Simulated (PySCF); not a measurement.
# C4H8O2Si: excited-state calculation

The run: excited-state calculation of C4H8O2Si, SMILES C=C[C@H]1CO[SiH2]O1. Method and program: TDDFT B3LYP/def2-SVPD, vertical, gas phase, core orbitals frozen in the response (PySCF 2.14.0).

The geometry comes from this level: GFN2-xTB.

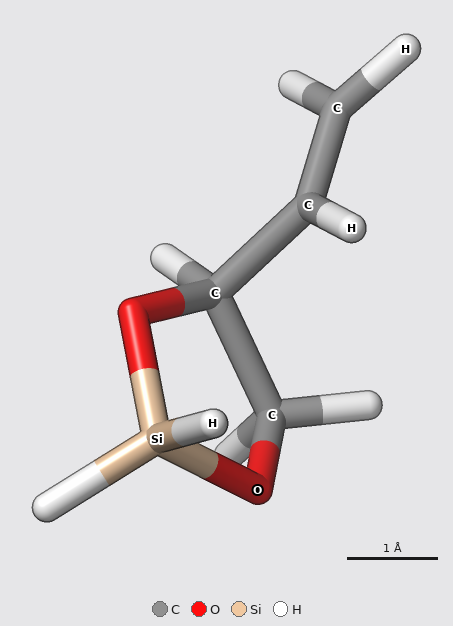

The input geometry (stick view, seen at an oblique angle). Bond lengths as drawn: C–C 1.32 to 1.55 Å, C–H 1.08 to 1.10 Å, C–O 1.40 Å, H–Si 1.45 Å and O–Si 1.64 Å.

Results in brief

| quantity | value |
| --- | --- |
| outcome | converged |
| total energy | −596.926960 hartree |
| HOMO | −7.49 eV |
| LUMO | −0.28 eV |
| dipole moment | 0.80 D |
| mean polarisability | 76.26 a.u. |
| lowest singlet excitation | 6.56 eV |
| hardware | 1 CPU thread, shared host |
| wall time | 61 s |
| peak memory | 0.8 GiB |

The input
```
{"job": {"kind": "uv", "xc": "B3LYP", "basis": "def2-SVPD", "nstates": 8, "ntriplets": 3}, "charge": 0, "multiplicity": 1}
C     -2.535748    -0.357598    -0.299159
C     -1.302112    -0.019692    -0.620739
C     -0.160739     0.038080     0.348237
C      0.899418    -1.041512    -0.003656
O      1.927324    -0.425848    -0.718742
Si     1.882785     1.208488    -0.576677
O      0.484993     1.282478     0.272234
H     -3.323985    -0.399782    -1.031114
H     -2.807081    -0.608797     0.713093
H     -1.032203     0.244807    -1.634045
H     -0.523183    -0.094368     1.373635
H      1.311003    -1.484363     0.909453
H      0.461915    -1.833214    -0.618567
H      1.769931     1.772858    -1.911882
H      2.943268     1.726452     0.270362
```

The first line tells a small driver script what to run in PySCF; the rest is the geometry in Å.

Command:
```bash
OMP_NUM_THREADS=1 python <driver script> task.json out
```

Output
```
coarse grid: 13104 points
cycle   1  E = -596.6546901989  dE =  1.059e+00  |g| = 9.374e-01  |ddm| = 7.609e+00
cycle   2  E = -596.3475161471  dE =  3.072e-01  |g| = 1.574e+00  |ddm| = 3.435e+00
cycle   3  E = -596.8196258582  dE = -4.721e-01  |g| = 1.133e-01  |ddm| = 2.066e+00
cycle   4  E = -596.8220013746  dE = -2.376e-03  |g| = 4.911e-02  |ddm| = 3.451e-01
cycle   5  E = -596.8226132610  dE = -6.119e-04  |g| = 1.275e-02  |ddm| = 1.150e-01
cycle   6  E = -596.8226456597  dE = -3.240e-05  |g| = 5.934e-03  |ddm| = 2.951e-02
cycle   7  E = -596.8226543562  dE = -8.696e-06  |g| = 4.709e-04  |ddm| = 1.061e-02
final grid: 122152 points
cycle   8  E = -596.9269535786  dE = -4.021e-05  |g| = 5.341e-03  |ddm| = 1.925e-01
cycle   9  E = -596.9269480494  dE =  5.529e-06  |g| = 7.581e-03  |ddm| = 2.749e-02
cycle  10  E = -596.9269599995  dE = -1.195e-05  |g| = 9.710e-04  |ddm| = 1.367e-02
cycle  11  E = -596.9269602099  dE = -2.104e-07  |g| = 1.562e-04  |ddm| = 1.696e-03
cycle  12  E = -596.9269602143  dE = -4.362e-09  |g| = 8.976e-05  |ddm| = 5.190e-04
cycle  13  E = -596.9269602161  dE = -1.860e-09  |g| = 2.987e-05  |ddm| = 1.958e-04
cycle  14  E = -596.9269602163  dE = -2.071e-10  |g| = 5.353e-06  |ddm| = 5.868e-05
```

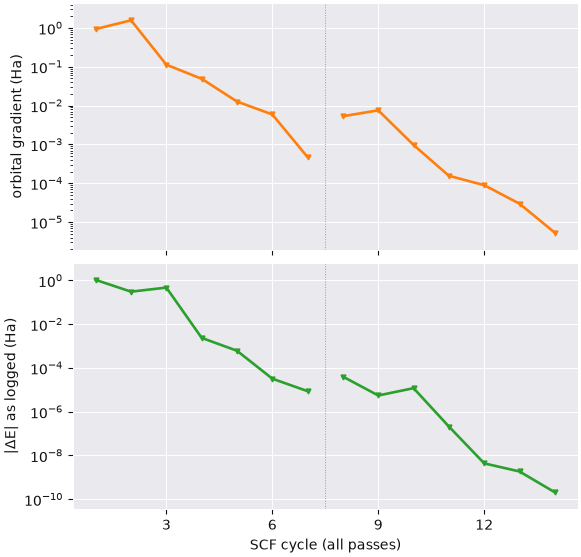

Convergence of the self-consistent field: orbital gradient and size of the energy change against the SCF cycle. The dotted line marks the change from a coarse to the final integration grid. The first 7 cycles use a coarse grid, the final grid takes over at cycle 8, and the field converges after 14 cycles in all.

```
converged SCF energy = -596.9269602163

Static polarisability (au): isotropic 76.264, principal 63.060 69.212 96.520

Singlet excitations
state   eV       nm        f      main configurations
  1   6.5639    188.9   0.00716   H-1->L 0.78, H->L 0.15
  2   6.6254    187.1   0.03051   H->L 0.38, H->L+1 0.24, H-2->L 0.19
  3   6.9598    178.1   0.02664   H->L+2 0.87
  4   7.0436    176.0   0.03659   H-1->L+1 0.86
  5   7.0451    176.0   0.04168   H->L+1 0.43, H-2->L 0.36
  6   7.1688    172.9   0.09814   H-2->L+1 0.31, H-2->L 0.24, H->L 0.19
  7   7.2592    170.8   0.01741   H-1->L+2 0.83
  8   7.4064    167.4   0.03816   H->L+3 0.76, H-2->L+2 0.11

Triplet excitations (Tamm-Dancoff, eV): 4.5669 6.3088 6.4722
```

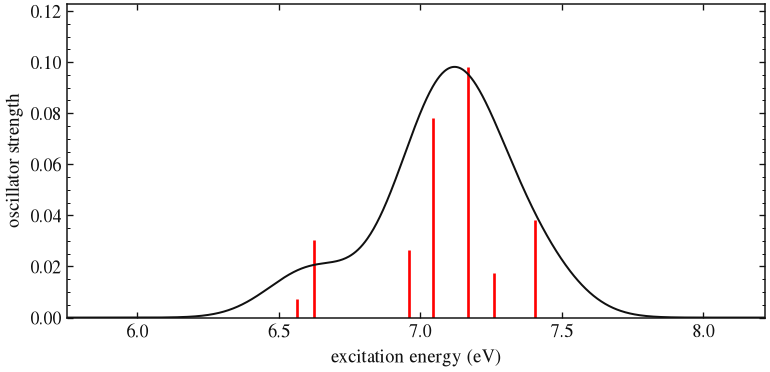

Computed excitations as sticks (degenerate states added up, dark ones marked on the axis), with a Gaussian envelope of 0.35 eV full width at half maximum, scaled to the tallest. Of the 8 states the lowest lies at 6.56 eV (f = 0.007); the strongest line is at 7.17 eV, or 173 nm (f = 0.098).

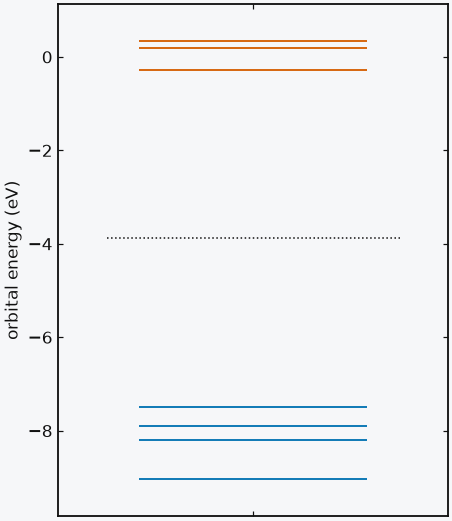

Orbital energies near the frontier; the dotted line parts filled from empty levels, and levels within 0.02 eV of each other stand side by side. Highest filled −7.49 eV, lowest empty −0.28 eV, 7.21 eV apart.
